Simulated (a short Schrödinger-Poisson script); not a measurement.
System: gated In0.52Al0.48As/In0.53Ga0.47As modulation-doped gas in a quantum well, at 300 K.

```csv
layer,material,thickness (nm),Nd (cm⁻³),Na (cm⁻³)
1,In0.52Al0.48As,15,-,-
2,In0.52Al0.48As,30,6.1e17,-
3,In0.52Al0.48As,2,-,-
4,In0.53Ga0.47As,20,-,-
5,In0.52Al0.48As,4000,-,4e14
```

The device is made up for the run: typed textbook-type constants, with dimensions and the other settings drawn at random. In0.52Al0.48As: permittivity 12.5, conduction-band edge (eV) 0.52, gap (eV) 1.45, electron mass (mₑ) 0.075, Nv at 300 K (cm⁻³) 1.1e19. In0.53Ga0.47As: permittivity 13.9, conduction-band edge (eV) 0, gap (eV) 0.74, Nv at 300 K (cm⁻³) 7.7e18.

Channel valleys (confinement mass, in-plane density-of-states mass, number): Γ 0.041, 0.041, 1. At the gate the conduction-band edge of layer 1 lies 0.65 eV − eVg above the Fermi level of the channel; the field vanishes at the back. The barrier under the gate holds no holes. Gaps are held at their typed values at every temperature. Mesh 0.08 nm at interfaces.

From a short Schrödinger-Poisson script (our own, NumPy): 1D Poisson equation in equilibrium, electrons quantum, Hartree (BenDaniel-Duke, 40 states a valley, the channel's in-plane mass for all, wave functions free to enter the barrier), parabolic valleys, classical holes, full ionisation, no traps, pinning or gate leakage.

Only gate voltages with over 1e8 electrons/cm² are shown.

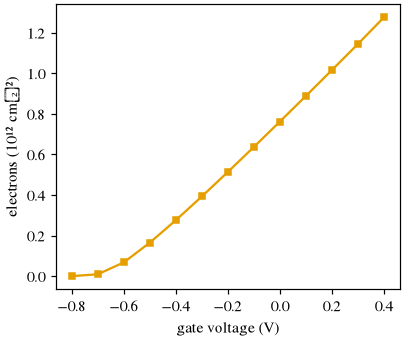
Figure. Sheet density against gate voltage

| Vg (V) | electrons (cm⁻²) | in the channel layer | C (μF/cm²) | Γ E0 (meV) | Γ E1 (meV) |
|---|---|---|---|---|---|
| 0.4 | 1.28e12 | 1.25e12 | 0.217 | -54.8 | 5.0 |
| 0.3 | 1.14e12 | 1.13e12 | 0.208 | -48.6 | 9.3 |
| 0.2 | 1.02e12 | 1.00e12 | 0.205 | -42.2 | 14.1 |
| 0.1 | 8.89e11 | 8.77e11 | 0.204 | -35.5 | 19.3 |
| 0 | 7.62e11 | 7.53e11 | 0.202 | -28.3 | 25.0 |
| -0.1 | 6.37e11 | 6.30e11 | 0.199 | -20.6 | 31.5 |
| -0.2 | 5.14e11 | 5.09e11 | 0.196 | -12.0 | 39.1 |
| -0.3 | 3.93e11 | 3.90e11 | 0.192 | -2.2 | 48.1 |
| -0.4 | 2.76e11 | 2.74e11 | 0.184 | 9.6 | 59.4 |
| -0.5 | 1.65e11 | 1.64e11 | 0.171 | 25.4 | 75.0 |
| -0.6 | 6.82e10 | 6.78e10 | 0.138 | 50.5 | 100.1 |
| -0.7 | 9.33e9 | 9.27e9 | 0.0501 | 103.2 | 153.0 |
| -0.8 | 2.97e8 | 2.95e8 | 0.0101 | 192.5 | 242.3 |

Subbands count from the Fermi level.
